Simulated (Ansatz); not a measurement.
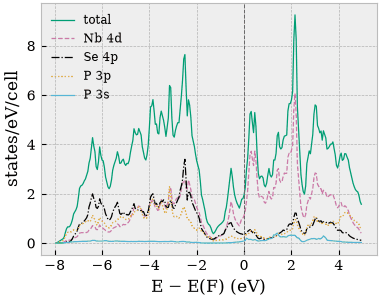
Fig. 1. Total and projected density of states of NbPSe in space group Immm (No. 71; Nb on 4j, P on 4h, Se on 4i), the program Ansatz at the r²SCAN level (PAW)

Question: Which orbitals carry the states next to the Fermi level?

Answer: Within 0.5 eV of the Fermi level: Nb 4d 63 %, Se 4p 15 %, P 3p 11 %. Projections are on Löwdin-orthogonalised atomic valence shells; empty p or d shells of many metals are not among them.

Question: Where is the tallest occupied peak in this window, and what makes it?

Answer: Near -2.5 eV, about 7.6 states/eV per cell; the largest projected share is Se 4p.

The workflow started from an entry of the Crystallography Open Database (COD). Whether it is the stable phase at ambient conditions was not checked. The r²SCAN relaxation kept the symmetry of its start; its stability against distortions is not shown here. No spin polarisation was allowed. Spin–orbit coupling is left out wherever it is not named.

Potentials: the later of the program's two PAW sets.
